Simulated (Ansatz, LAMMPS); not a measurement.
# A frame of amorphous polyfuran (as short chains C14O3H12) from 300 K (87 atoms) under strain

How stiff is a frame of amorphous polyfuran (as short chains C14O3H12) from 300 K (87 atoms), and how do its levels respond to strain?

Method: Kohn-Sham DFT, PBE+D3(BJ), PAW (set soft_2), plane waves, in Ansatz 0.2.0.

### 1. Starting point

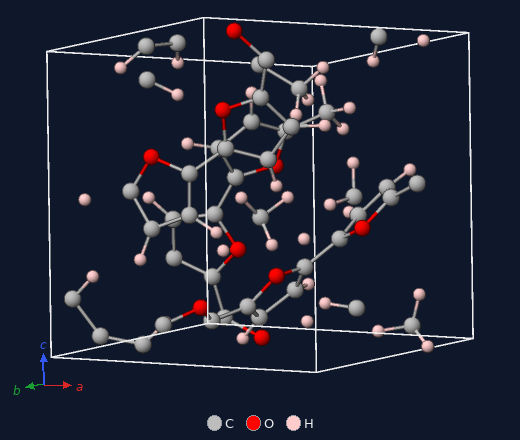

Start, viewed from a free direction; carbon light grey, oxygen red, hydrogen pink. Bonds to atoms that aren't drawn are left out. Some periodic images of atoms are drawn too.

The cell holds 87 atoms: 42 C, 9 O and 36 H. Cell: a = 9.728 Å, b = 9.728 Å, c = 9.728 Å, α = 90.0°, β = 90.0°, γ = 90.0°. 3 polyfuran chains of 3 units with methyl end groups placed at random, at 1.24 g/cm³; overlaps pushed apart, then 20 ps at 800 K with MMFF94 bonds, angles, torsions, charges and radii (Halgren, J. Comput. Chem. 17, 490 (1996)) in harmonic and 12-6 forms. Snapshot after 30 ps at 300 K and fixed volume.

Limits known from the start: The network of contacts between molecules at the start is that of the classical potential that made the cell, and needn't be the one that DFT or experiment would give. The Brillouin zone is sampled at Γ only.

### 2. Single point at the start

A single point comes first, to see the forces before anything moves.

Input file input.yaml:

```yaml
crystal:
  lattice:
    - [9.72828, 0.0, 0.0]
    - [0.0, 9.72828, 0.0]
    - [0.0, 0.0, 9.72828]
  atoms:
    - { symbol: C, position: [0.76029, 0.50591, 0.78325] }
    - { symbol: C, position: [0.63046, 0.54981, 0.72076] }
    - { symbol: C, position: [0.49128, 0.53237, 0.74242] }
    - { symbol: C, position: [0.42152, 0.6251, 0.6625] }
    - { symbol: C, position: [0.51797, 0.68427, 0.57872] }
    - { symbol: O, position: [0.64592, 0.64461, 0.61941] }
    - { symbol: C, position: [0.4923, 0.77578, 0.46724] }
    - { symbol: C, position: [0.39706, 0.88082, 0.45783] }
    - { symbol: C, position: [0.44179, 0.95359, 0.34096] }
    - { symbol: C, position: [0.54654, 0.88805, 0.27842] }
    - { symbol: O, position: [0.57528, 0.7714, 0.35544] }
    - { symbol: C, position: [0.61085, 0.92287, 0.15073] }
    - { symbol: C, position: [0.58869, 0.04479, 0.08371] }
    - { symbol: C, position: [0.68718, 0.04577, 0.97636] }
    - { symbol: C, position: [0.75467, 0.92151, 0.98551] }
    - { symbol: O, position: [0.70028, 0.83777, 0.08069] }
    - { symbol: C, position: [0.86703, 0.85896, 0.90542] }
    - { symbol: H, position: [0.75962, 0.54098, 0.89113] }
    - { symbol: H, position: [0.78114, 0.39552, 0.78682] }
    - { symbol: H, position: [0.84936, 0.5546, 0.73932] }
    - { symbol: H, position: [0.45557, 0.46877, 0.82839] }
    - { symbol: H, position: [0.31582, 0.64595, 0.67459] }
    - { symbol: H, position: [0.31518, 0.89605, 0.52576] }
    - { symbol: H, position: [0.39672, 0.04936, 0.30085] }
    - { symbol: H, position: [0.52069, 0.1295, 0.10566] }
    - { symbol: H, position: [0.71329, 0.12722, 0.90682] }
    - { symbol: H, position: [0.90738, 0.77418, 0.96748] }
    - { symbol: H, position: [0.82725, 0.81432, 0.81322] }
    - { symbol: H, position: [0.94334, 0.93349, 0.88064] }
    - { symbol: C, position: [0.97602, 0.70413, 0.5407] }
    - { symbol: C, position: [0.06525, 0.58845, 0.50019] }
    - { symbol: C, position: [0.11999, 0.55021, 0.37601] }
    - { symbol: C, position: [0.19743, 0.44054, 0.41221] }
    - { symbol: C, position: [0.17708, 0.40163, 0.54312] }
    - { symbol: O, position: [0.0915, 0.49891, 0.60389] }
    - { symbol: C, position: [0.25414, 0.29884, 0.61721] }
    - { symbol: C, position: [0.3782, 0.2397, 0.58156] }
    - { symbol: C, position: [0.40272, 0.12942, 0.67746] }
    - { symbol: C, position: [0.28638, 0.12645, 0.76667] }
    - { symbol: O, position: [0.20408, 0.22976, 0.73333] }
    - { symbol: C, position: [0.25581, 0.03616, 0.87817] }
    - { symbol: C, position: [0.33321, 0.92634, 0.91532] }
    - { symbol: C, position: [0.27479, 0.87763, 0.04193] }
    - { symbol: C, position: [0.16349, 0.95994, 0.07307] }
    - { symbol: O, position: [0.14469, 0.05029, 0.96881] }
    - { symbol: C, position: [0.06911, 0.97428, 0.19136] }
    - { symbol: H, position: [0.01551, 0.79789, 0.49339] }
    - { symbol: H, position: [0.86991, 0.67837, 0.5065] }
    - { symbol: H, position: [0.98099, 0.71483, 0.6522] }
    - { symbol: H, position: [0.09867, 0.59046, 0.2785] }
    - { symbol: H, position: [0.2618, 0.3789, 0.35209] }
    - { symbol: H, position: [0.43467, 0.28485, 0.50239] }
    - { symbol: H, position: [0.49301, 0.06944, 0.67917] }
    - { symbol: H, position: [0.42574, 0.88953, 0.86718] }
    - { symbol: H, position: [0.31845, 0.80474, 0.10754] }
    - { symbol: H, position: [0.09388, 0.8863, 0.25572] }
    - { symbol: H, position: [0.10204, 0.06756, 0.25016] }
    - { symbol: H, position: [0.96101, 0.98739, 0.16331] }
    - { symbol: C, position: [0.94915, 0.30077, 0.07277] }
    - { symbol: C, position: [0.06325, 0.3899, 0.04118] }
    - { symbol: C, position: [0.08215, 0.50589, 0.96632] }
    - { symbol: C, position: [0.22211, 0.54306, 0.98794] }
    - { symbol: C, position: [0.28227, 0.4516, 0.07254] }
    - { symbol: O, position: [0.18466, 0.35396, 0.0998] }
    - { symbol: C, position: [0.4207, 0.45399, 0.12616] }
    - { symbol: C, position: [0.5223, 0.55195, 0.10665] }
    - { symbol: C, position: [0.63668, 0.51523, 0.19845] }
    - { symbol: C, position: [0.6012, 0.39153, 0.25716] }
    - { symbol: O, position: [0.47077, 0.3524, 0.21716] }
    - { symbol: C, position: [0.69205, 0.31996, 0.34649] }
    - { symbol: C, position: [0.79552, 0.37381, 0.4345] }
    - { symbol: C, position: [0.84286, 0.2691, 0.51573] }
    - { symbol: C, position: [0.78622, 0.14935, 0.46689] }
    - { symbol: O, position: [0.69605, 0.18202, 0.36586] }
    - { symbol: C, position: [0.79946, 0.00302, 0.4969] }
    - { symbol: H, position: [0.95049, 0.25407, 0.16988] }
    - { symbol: H, position: [0.85338, 0.35561, 0.05621] }
    - { symbol: H, position: [0.96255, 0.22634, 0.99728] }
    - { symbol: H, position: [0.01465, 0.55705, 0.89793] }
    - { symbol: H, position: [0.27154, 0.626, 0.93469] }
    - { symbol: H, position: [0.51402, 0.64558, 0.04744] }
    - { symbol: H, position: [0.7234, 0.57641, 0.22798] }
    - { symbol: H, position: [0.82467, 0.48138, 0.45801] }
    - { symbol: H, position: [0.93357, 0.27452, 0.57896] }
    - { symbol: H, position: [0.89136, 0.98332, 0.56524] }
    - { symbol: H, position: [0.70338, 0.96165, 0.55198] }
    - { symbol: H, position: [0.80922, 0.94887, 0.4018] }
kpoints:
  mp_grid: { grid: [1, 1, 1] }
hamiltonian:
  xc: pbe
  dispersion: d3bj
scf:
  occupations: { method: fixed }
output:
  forces: true
```

Launch:

```bash
> ansatz run input.yaml --threads 4 --pin off --max-ram 8192MiB --backend cpu --events-out ev --progress --plain --runs-dir out
```

Numbers of over 12 decimals in the logs are rounded to 6 here.

Log:

```text
[...]
Pseudopotentials: kind: paw
Pseudopotential: C, paw, valence charge 4, recommended cutoff 420 eV (normal), C.paw.azcp
Pseudopotential: O, paw, valence charge 6, recommended cutoff 420 eV (normal), O.paw.azcp
Pseudopotential: H, paw, valence charge 1, recommended cutoff 420 eV (normal), H.paw.azcp
[... 5 lines on functional and potentials left out ...]
Crystal: 87 atoms, lattice volume = 920.679 Å³
Basis set: ecut = 420 eV, 17941 PW (Γ), exchange–correlation on 144×144×144 points (8 copies of the dense FFT grid, shifted against one another)
Bands: 216, of which v1, the nominal top of the filled ones, is band 129 counted from 1 (128 counted from 0)
Symmetry: 1 space group operations
Space group: P1 (ITA 1), of the structure as read, at distance tolerance 9.7e-5 Å
k-points: 1
[... 7 lines on functional and potentials left out ...]
Initial density: superposition of atomic densities (neutral atoms: chi_scale 0, normalization atom), corrected by the library's trained network
Initial wavefunctions: pseudopotential atomic-orbital guess
[...]
SCF iter   1: F=—  HF=-16210.410470 eV  |F-HF|=—  |Δ(HF+E_count)|=         —  Δρ=1.09e-2  dr2=9.96e-1  ethr=1.77e-3  ⟨swp⟩=5.0  Hψ=698  notcnv=0  defer=84
preconditioner: auto → Resta (q_TF=auto, 2.207 Å⁻¹)  ε∞=2.6  [insulator: Δε(μ)=2.271 eV  Ē_g=15.022 eV  n_scr=170 (ndim 8)  ℏωp=19.0 eV  f_vac=0.204  ε∞_Penn≈2.6]
SCF iter   2: F=—  HF=-16210.208263 eV  |F-HF|=—  |Δ(HF+E_count)|=   2.02e-1  Δρ=4.71e-3  dr2=1.50e-1  ethr=3.86e-4  ⟨swp⟩=2.0  Hψ=323  notcnv=0  defer=84
SCF iter   3: F=—  HF=-16210.198381 eV  |F-HF|=—  |Δ(HF+E_count)|=   9.88e-3  Δρ=2.04e-3  dr2=3.53e-2  ethr=5.83e-5  ⟨swp⟩=2.0  Hψ=267  notcnv=0  defer=33
automatic band count: iteration 3 solves 164 bands in place of 216: the levels show a gap, and the empty bands left out lie too high to hold charge; the band table lists the bands solved (type scf.n_extra_bands for more)
SCF iter   4: F=—  HF=-16210.204834 eV  |F-HF|=—  |Δ(HF+E_count)|=   6.45e-3  Δρ=5.56e-4  dr2=3.92e-3  ethr=1.37e-5  ⟨swp⟩=2.0  Hψ=225  notcnv=0  defer=33
SCF iter   5: F=—  HF=-16210.206421 eV  |F-HF|=—  |Δ(HF+E_count)|=   1.59e-3  Δρ=2.20e-4  dr2=7.11e-4  ethr=1.52e-6  ⟨swp⟩=2.0  Hψ=251  notcnv=0  defer=33
[...]
SCF iter   9: F=—  HF=-16210.207492 eV  |F-HF|=—  |Δ(HF+E_count)|=   9.77e-8  Δρ=4.49e-6  dr2=1.86e-7  ethr=4.36e-10  ⟨swp⟩=2.0  Hψ=263  notcnv=0  defer=30
SCF iter  10: F=-16210.207492 eV  HF=-16210.207492 eV  |F-HF|=5.58e-9  |Δ(HF+E_count)|=   5.35e-8  Δρ=1.82e-6  dr2=3.29e-8  ethr=3.88e-11  ⟨swp⟩=4.0  Hψ=525  notcnv=0
SCF 1 converged in 10 iterations: F = -16210.207492 eV  dr2 = 3.29e-8
[...]
SCF converged after 10 iterations
Free energy (F): -16210.207492 eV
Harris-Foulkes:  -16210.207492 eV  (|F-HF|=5.58e-9)
Internal energy: -16210.207492 eV  (E = F + TS)
E sigma→0 (E₀):  -16210.207492 eV
Fermi energy:    1.711753 eV
--- Per-component energies (eV) ---
[...]
Σ components = -16210.207492   (vs F -16210.207492, Δ=0.00e0)
--- Forces (eV/Å), atoms counted from 1 ---
  atom   1  C     -0.07058840    -0.23822941     1.42304860
  atom   2  C     -0.33894808    -0.21775880    -0.39835838
  atom   3  C      1.68835829    -1.43597614     2.81072004
  atom   4  C     -0.03392072     0.09675518    -0.51872260
[...]
atom  87  H      0.16591777    -0.75310079    -0.67343941
  max |Σ_I F_I| component: 2.94e-4 eV/Å
```

Elapsed: 3.7 s, on 4 threads of Intel Xeon Platinum 8488C (Sapphire Rapids), shared host; peak memory 0.97 GiB.

The r.m.s. force at the start is 0.89 eV/Å.

### 3. Cell and atoms relaxed

Cell and atoms are freed together, to release stress as well as forces.

Input file input.yaml:

```yaml
crystal:
  lattice:
    - [9.72828, 0.0, 0.0]
    - [0.0, 9.72828, 0.0]
    - [0.0, 0.0, 9.72828]
  atoms:
    [... the 87 atom lines of step 2 ...]
kpoints:
  mp_grid: { grid: [1, 1, 1] }
hamiltonian:
  xc: pbe
  dispersion: d3bj
scf:
  occupations: { method: fixed }
output:
  forces: true
relax:
  f_tol: 0.05
  max_steps: 150
  cell: {}
```

Log:

```text
[...]
Crystal: 87 atoms, lattice volume = 920.679 Å³
Basis set: ecut = 420 eV, 17941 PW (Γ), exchange–correlation on 144×144×144 points (8 copies of the dense FFT grid, shifted against one another)
Bands: 216, of which v1, the nominal top of the filled ones, is band 129 counted from 1 (128 counted from 0)
Symmetry: 1 space group operations
[...]
k-points: 1
[...]
SCF iter   1: F=—  HF=-16210.410470 eV  |F-HF|=—  |Δ(HF+E_count)|=         —  Δρ=1.09e-2  dr2=9.96e-1  ethr=1.77e-3  ⟨swp⟩=5.0  Hψ=698  notcnv=0  defer=84
[...]
SCF iter   5: F=—  HF=-16210.206427 eV  |F-HF|=—  |Δ(HF+E_count)|=   1.61e-3  Δρ=2.20e-4  dr2=7.11e-4  ethr=1.52e-6  ⟨swp⟩=2.0  Hψ=251  notcnv=0  defer=33
[...]
SCF iter   9: F=—  HF=-16210.207492 eV  |F-HF|=—  |Δ(HF+E_count)|=   9.77e-8  Δρ=4.49e-6  dr2=1.86e-7  ethr=4.36e-10  ⟨swp⟩=2.0  Hψ=263  notcnv=0  defer=30
SCF iter  10: F=-16210.207492 eV  HF=-16210.207492 eV  |F-HF|=5.54e-9  |Δ(HF+E_count)|=   5.35e-8  Δρ=1.81e-6  dr2=3.29e-8  ethr=3.88e-11  ⟨swp⟩=4.0  Hψ=525  notcnv=0
SCF 1 converged in 10 iterations: F = -16210.207492 eV  dr2 = 3.29e-8
[...]
relax step   1: F+E_penalty+E_count = -16210.20749201 eV  Δ(F+E_penalty+E_count) = +0.000e0 eV  max|allowed force component| = 2.851e0 eV/Å  Δτ_max = 0.0000 Å  P = +2.969 GPa  Ω = 920.679 Å³  (10 SCF iters, dr2 threshold 1.00e-7 eV, accepted)
[... from here on, the SCF cycles and remarks between the steps are left out ...]
relax step   2: F+E_penalty+E_count = -16212.74984264 eV  Δ(F+E_penalty+E_count) = -2.542e0 eV  max|allowed force component| = 1.380e0 eV/Å  Δτ_max = 0.1988 Å  P = +0.209 GPa  Ω = 938.891 Å³  energy of the carried Pulay correction = -4.956e-2 eV  (8 SCF iters, dr2 threshold 8.70e-6 eV, accepted)
relax step   3: F+E_penalty+E_count = -16213.28774313 eV  Δ(F+E_penalty+E_count) = -5.379e-1 eV  max|allowed force component| = 4.357e-1 eV/Å  Δτ_max = 0.1940 Å  P = -0.908 GPa  Ω = 953.758 Å³  energy of the carried Pulay correction = -8.930e-2 eV  (8 SCF iters, dr2 threshold 8.70e-6 eV, accepted)
relax step   4: F+E_penalty+E_count = -16213.50423301 eV  Δ(F+E_penalty+E_count) = -2.165e-1 eV  max|allowed force component| = 2.833e-1 eV/Å  Δτ_max = 0.1447 Å  P = -0.398 GPa  Ω = 937.387 Å³  energy of the carried Pulay correction = -4.550e-2 eV  (7 SCF iters, dr2 threshold 8.70e-6 eV, accepted)
relax step   5: F+E_penalty+E_count = -16213.63038532 eV  Δ(F+E_penalty+E_count) = -1.262e-1 eV  max|allowed force component| = 2.244e-1 eV/Å  Δτ_max = 0.1974 Å  P = -0.049 GPa  Ω = 929.599 Å³  energy of the carried Pulay correction = -2.439e-2 eV  (8 SCF iters, dr2 threshold 5.02e-6 eV, accepted)
relax step   6: F+E_penalty+E_count = -16213.68095669 eV  Δ(F+E_penalty+E_count) = -5.057e-2 eV  max|allowed force component| = 1.967e-1 eV/Å  Δτ_max = 0.1803 Å  P = -0.187 GPa  Ω = 929.767 Å³  energy of the carried Pulay correction = -2.485e-2 eV  (8 SCF iters, dr2 threshold 3.15e-6 eV, accepted)
relax step   7: F+E_penalty+E_count = -16213.71917708 eV  Δ(F+E_penalty+E_count) = -3.822e-2 eV  max|allowed force component| = 2.266e-1 eV/Å  Δτ_max = 0.1547 Å  P = -0.157 GPa  Ω = 929.455 Å³  energy of the carried Pulay correction = -2.400e-2 eV  (8 SCF iters, dr2 threshold 2.42e-6 eV, accepted)
relax step   8: F+E_penalty+E_count = -16213.74581235 eV  Δ(F+E_penalty+E_count) = -2.664e-2 eV  max|allowed force component| = 1.228e-1 eV/Å  Δτ_max = 0.0951 Å  P = -0.002 GPa  Ω = 928.849 Å³  energy of the carried Pulay correction = -2.235e-2 eV  (7 SCF iters, dr2 threshold 3.21e-6 eV, accepted)
relax step   9: F+E_penalty+E_count = -16213.76557919 eV  Δ(F+E_penalty+E_count) = -1.977e-2 eV  max|allowed force component| = 1.751e-1 eV/Å  Δτ_max = 0.1135 Å  P = -0.230 GPa  Ω = 925.838 Å³  energy of the carried Pulay correction = -1.414e-2 eV  (8 SCF iters, dr2 threshold 9.43e-7 eV, accepted)
relax step  10: F+E_penalty+E_count = -16213.76389922 eV  Δ(F+E_penalty+E_count) = +1.680e-3 eV  max|allowed force component| = 3.004e-1 eV/Å  Δτ_max = 0.1171 Å  P = +0.272 GPa  Ω = 924.945 Å³  energy of the carried Pulay correction = -1.170e-2 eV  (8 SCF iters, dr2 threshold 1.92e-6 eV, rejected (line search))
relax step  11: F+E_penalty+E_count = -16213.77922578 eV  Δ(F+E_penalty+E_count) = -1.365e-2 eV  max|allowed force component| = 4.362e-2 eV/Å  Δτ_max = 0.0563 Å  P = -0.018 GPa  Ω = 925.367 Å³  energy of the carried Pulay correction = -1.285e-2 eV  (11 SCF iters, accepted)
relax step  12: F+E_penalty+E_count = -16213.78822487 eV  Δ(F+E_penalty+E_count) = -8.999e-3 eV  max|allowed force component| = 5.520e-2 eV/Å  Δτ_max = 0.0975 Å  P = +0.006 GPa  Ω = 924.492 Å³  energy of the carried Pulay correction = -1.046e-2 eV  (11 SCF iters, accepted)
[...]
relax step  57: F+E_penalty+E_count = -16214.11767813 eV  Δ(F+E_penalty+E_count) = -4.872e-3 eV  max|allowed force component| = 2.669e-2 eV/Å  Δτ_max = 0.0741 Å  P = -0.018 GPa  Ω = 928.702 Å³  energy of the carried Pulay correction = -1.842e-3 eV  (12 SCF iters, accepted)
relax step  58: F+E_penalty+E_count = -16214.11933149 eV  Δ(F+E_penalty+E_count) = -1.653e-3 eV  max|allowed force component| = 3.904e-2 eV/Å  Δτ_max = 0.0398 Å  P = -0.038 GPa  Ω = 928.246 Å³  energy of the carried Pulay correction = -1.093e-3 eV  (9 SCF iters, dr2 threshold 1.07e-8 eV, accepted)
relax step  59: F+E_penalty+E_count = -16214.12060452 eV  Δ(F+E_penalty+E_count) = -1.273e-3 eV  max|allowed force component| = 1.761e-2 eV/Å  Δτ_max = 0.0179 Å  P = -0.004 GPa  Ω = 927.984 Å³  energy of the carried Pulay correction = -5.109e-4 eV  (9 SCF iters, dr2 threshold 9.55e-9 eV, accepted)
relax step  60: F+E_penalty+E_count = -16214.12881165 eV  Δ(F+E_penalty+E_count) = -8.207e-3 eV  max|allowed force component| = 1.752e-2 eV/Å  Δτ_max = 0.0000 Å  P = +0.006 GPa  Ω = 927.984 Å³  stress off target by 9.28e-2 GPa  SCF on the basis re-selected at this cell (its energy is not comparable with the rows above)  (6 SCF iters)
relax step  61: F+E_penalty+E_count = -16214.13241644 eV  Δ(F+E_penalty+E_count) = -3.605e-3 eV  max|allowed force component| = 8.039e-2 eV/Å  Δτ_max = 0.0948 Å  P = -0.088 GPa  Ω = 927.305 Å³  energy of the carried Pulay correction = -9.744e-4 eV  (10 SCF iters, dr2 threshold 2.15e-8 eV, accepted)
relax step  62: F+E_penalty+E_count = -16214.13186417 eV  Δ(F+E_penalty+E_count) = +5.523e-4 eV  max|allowed force component| = 4.461e-2 eV/Å  Δτ_max = 0.0192 Å  P = +0.021 GPa  Ω = 928.086 Å³  energy of the carried Pulay correction = -3.095e-3 eV  (7 SCF iters, dr2 threshold 4.04e-7 eV, accepted)
relax step  63: F+E_penalty+E_count = -16214.13656458 eV  Δ(F+E_penalty+E_count) = -4.700e-3 eV  max|allowed force component| = 4.433e-2 eV/Å  Δτ_max = 0.0000 Å  P = +0.029 GPa  Ω = 928.086 Å³  stress off target by 9.28e-2 GPa  SCF on the basis re-selected at this cell (its energy is not comparable with the rows above)  (6 SCF iters)
relax step  64: F+E_penalty+E_count = -16214.12597627 eV  Δ(F+E_penalty+E_count) = +1.059e-2 eV  max|allowed force component| = 8.159e-2 eV/Å  Δτ_max = 0.0865 Å  P = +0.026 GPa  Ω = 931.319 Å³  energy of the carried Pulay correction = -9.781e-3 eV  (9 SCF iters, dr2 threshold 2.16e-8 eV, rejected (line search))
relax step  65: F+E_penalty+E_count = -16214.13589493 eV  Δ(F+E_penalty+E_count) = +6.696e-4 eV  max|allowed force component| = 3.323e-2 eV/Å  Δτ_max = 0.0418 Å  P = -0.011 GPa  Ω = 929.024 Å³  energy of the carried Pulay correction = -3.990e-3 eV  (11 SCF iters, accepted)
relax step  66: F+E_penalty+E_count = -16214.14255717 eV  Δ(F+E_penalty+E_count) = -6.662e-3 eV  max|allowed force component| = 3.344e-2 eV/Å  Δτ_max = 0.0000 Å  P = -0.007 GPa  Ω = 929.024 Å³  stress off target by 5.31e-2 GPa  SCF on the basis re-selected at this cell (its energy is not comparable with the rows above)  (5 SCF iters)
relax step  67: F+E_penalty+E_count = -16214.14514479 eV  Δ(F+E_penalty+E_count) = -2.588e-3 eV  max|allowed force component| = 1.064e-1 eV/Å  Δτ_max = 0.0972 Å  P = -0.103 GPa  Ω = 928.363 Å³  energy of the carried Pulay correction = -3.168e-4 eV  (10 SCF iters, dr2 threshold 7.06e-9 eV, accepted)
relax step  68: F+E_penalty+E_count = -16214.14679486 eV  Δ(F+E_penalty+E_count) = -1.650e-3 eV  max|allowed force component| = 2.192e-2 eV/Å  Δτ_max = 0.0214 Å  P = -0.009 GPa  Ω = 928.533 Å³  energy of the carried Pulay correction = -7.255e-4 eV  (6 SCF iters, dr2 threshold 7.08e-7 eV, accepted)
relax step  69: F+E_penalty+E_count = -16214.15215134 eV  Δ(F+E_penalty+E_count) = -5.356e-3 eV  max|allowed force component| = 2.230e-2 eV/Å  Δτ_max = 0.0000 Å  P = -0.003 GPa  Ω = 928.533 Å³  stress off target by 5.31e-2 GPa  SCF on the basis re-selected at this cell (its energy is not comparable with the rows above)  (6 SCF iters)
relax step  70: F+E_penalty+E_count = -16214.15202519 eV  Δ(F+E_penalty+E_count) = +1.261e-4 eV  max|allowed force component| = 1.411e-2 eV/Å  Δτ_max = 0.0403 Å  P = +0.001 GPa  Ω = 929.316 Å³  energy of the carried Pulay correction = -2.978e-3 eV  (10 SCF iters, dr2 threshold 7.05e-9 eV, accepted)
relax step  71: F+E_penalty+E_count = -16214.15395200 eV  Δ(F+E_penalty+E_count) = -1.927e-3 eV  max|allowed force component| = 1.375e-2 eV/Å  Δτ_max = 0.0000 Å  P = +0.006 GPa  Ω = 929.316 Å³  stress off target by 3.97e-2 GPa  SCF on the basis re-selected at this cell (its energy is not comparable with the rows above)  (5 SCF iters)
[...]
SCF converged after 5 iterations
Free energy (F): -16214.153952 eV
[...]
Internal energy: -16214.153952 eV  (E = F + TS)
E sigma→0 (E₀):  -16214.153952 eV
Fermi energy:    1.501225 eV
[...]
Σ components = -16214.153952   (vs F -16214.153952, Δ=0.00e0)
--- Forces (eV/Å), atoms counted from 1 ---
  atom   1  C      0.00026390    -0.00408361    -0.00295115
  atom   2  C     -0.00331073     0.00171264     0.00065851
  atom   3  C     -0.00033609    -0.00230824     0.00097107
  atom   4  C      0.00274270     0.00929623    -0.00284023
[...]
atom  87  H     -0.00103213     0.00706434    -0.00066942
  max |Σ_I F_I| component: 1.81e-5 eV/Å
--- Stress (GPa, compression-positive) ---
       -0.021262       0.003467       0.002076
        0.003467       0.025989       0.018305
        0.002076       0.018305       0.014439
  P = ⅓ Tr σ = 0.0064 GPa (0.064 kbar)
--- Relaxed structure (61 steps of the walk, 54 accepted, 10 SCFs on fresh bases) ---
  F+E_penalty+E_count = -16214.15395200 eV   max|allowed force component| = 1.375e-2 eV/Å   (the final SCF, on the basis selected at the relaxed cell)
  cell:  # Å, volume = 929.3160 Å³
    - [9.172527, 0.423764, -0.722064]
    - [0.423764, 10.999764, 1.089115]
    - [-0.722064, 1.089115, 9.398677]
  atoms:
    - { symbol: C, position: [0.668772, 0.410672, 0.685053] }
    - { symbol: C, position: [0.568631, 0.526676, 0.663330] }
    - { symbol: C, position: [0.458471, 0.563127, 0.732893] }
    - { symbol: C, position: [0.404244, 0.688339, 0.661247] }
[...]
- { symbol: H, position: [0.762059, 0.942638, 0.473563] }
```

It took 3.1 min on 4 threads; peak memory 0.98 GiB; 11 min of CPU time.

The relaxation converged after 61 steps, with a largest force component of 0.014 eV/Å.

(Part 1 of 3 ends here.)

[Logs are printed without paths, hosts, clocks, repeated set-up lines and the standing remarks that a program may print on its own settings, such as how far it seeks lower states.]

[Hosts, paths, dates, database ids (printed as entryN), source tags and the programs' standing remarks are cut or masked in the printed files.]

[The MMFF94 radii named for the starting cell were scaled by 0.96; in molecules described by MMFF94, hydrogen bound to N, O or S took a small fixed 12-6 site in their place.]
